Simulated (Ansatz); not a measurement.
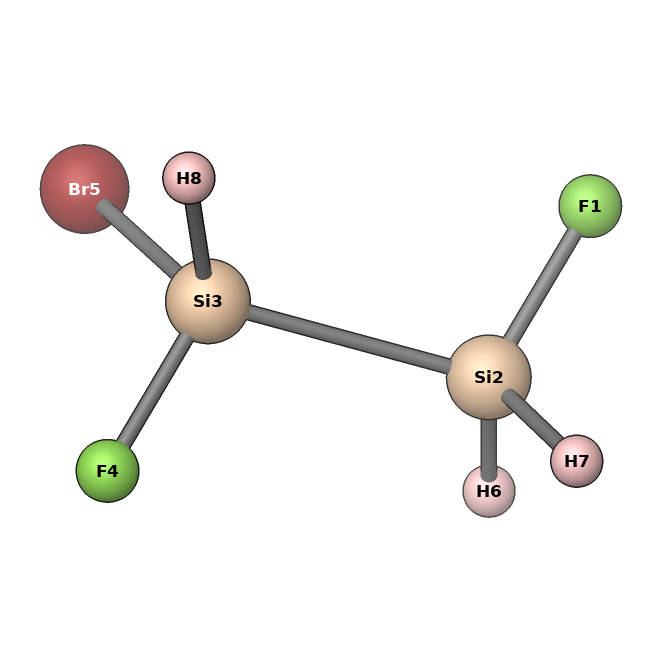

Distant atoms are faded towards the background colour. The geometry was computed by an optimisation with PBE0-D4/def2-TZVP.

> Which atoms or bonds are stereogenic?

Centres: Si3.

> What are the Cahn–Ingold–Prelog descriptors?

Si3: S (priorities Br5 > Si2 > F4 > H8).
